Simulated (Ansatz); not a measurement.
```xyz
11

C    -0.9190    0.9970    0.3481
C    -0.2643   -0.1814    1.0614
N     1.3528   -0.9649   -1.4136
Sn    1.8648   -0.4765    0.4894
H    -0.8745    0.8903   -0.7482
H    -1.9830    1.1141    0.6186
H    -0.4251    1.9529    0.5920
H    -0.7911   -1.1238    0.8263
H    -0.3189   -0.0564    2.1558
H     0.4008   -1.0309   -1.7637
H     2.0230   -1.1775   -2.1454
```

Geometry: PBE0-D4/def2-SVP; core potentials replace the inner electrons of Sn.

Method: isolated molecule in a Gaussian basis; Kohn-Sham density functional theory, functional PBE0 in Ansatz.

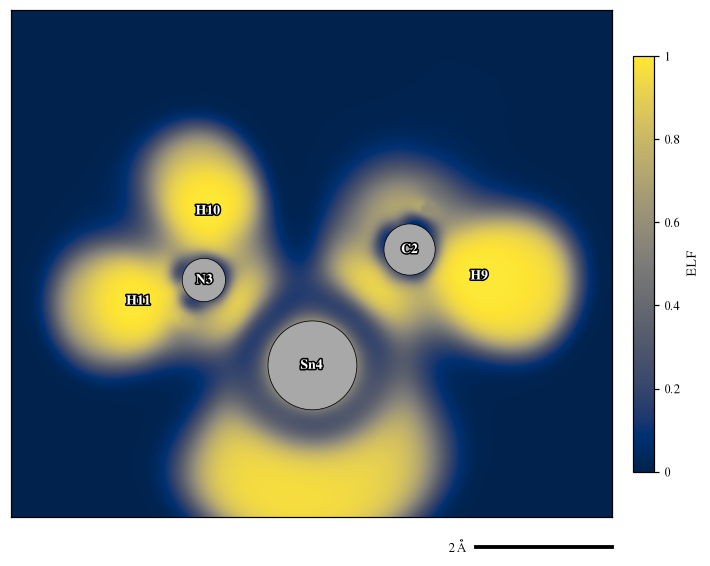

C2H7NSn. ELF on the plane of atoms Sn4, N3 and H10. Grey discs cover the atomic cores.

What do the fields say about this system?

The plane passes through C, N, Sn and H nuclei. Sn–N (2.03 Å): the ELF peaks at about 0.90 in the valence shell of N, 0.6 Å from its nucleus, and drops to about 0.15 between the two atoms. C–Sn (2.22 Å): the ELF peaks at about 0.90 in the valence shell of C, 0.8 Å from its nucleus, and drops to about 0.20 between the two atoms. N–H (1.01 Å): the ELF climbs to about 1 towards the hydrogen, as it does in any bond to H (a covalent bond by its length). C–H (1.10 Å): the ELF climbs to about 1 towards the hydrogen; an ordinary covalent bond to hydrogen.
